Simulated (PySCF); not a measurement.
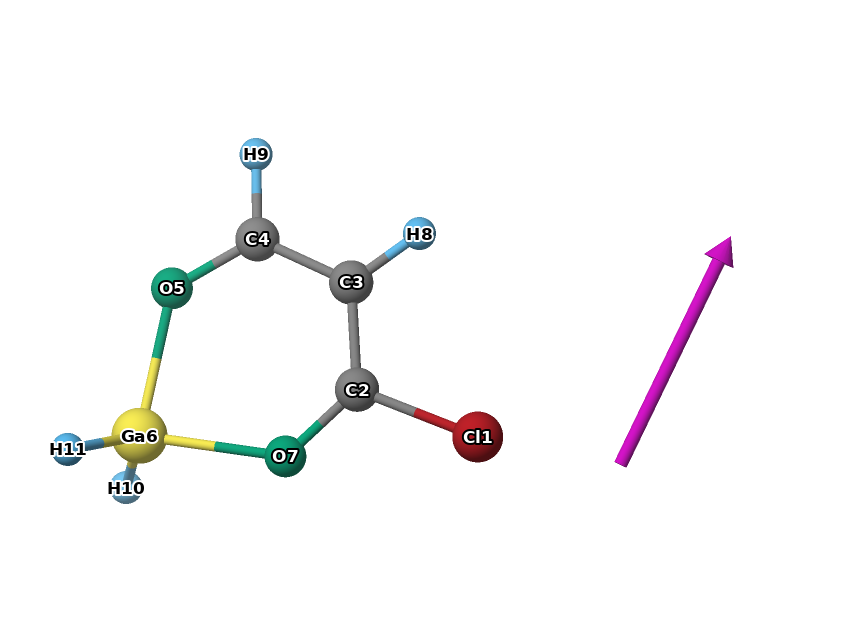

The arrow beside the molecule shows the direction of the dipole moment, from the negative to the positive end (its length means nothing). Computed geometry: GFN2-xTB optimisation. No frequency run is at hand to confirm it as a minimum. Level of theory: ωB97X-D/def2-SVPD, gas phase (PySCF 2.14.0).

Question: How large is the dipole moment?

Answer: 2.41 D; it points from the side of H10, H11 to the side of H8, H9 (the outermost atoms at the two ends).

The geometry is semi-empirical. Around Ga such bond lengths and angles can be off by a tenth of an ångström or more and by several degrees, and values that hang on the shape move with them.
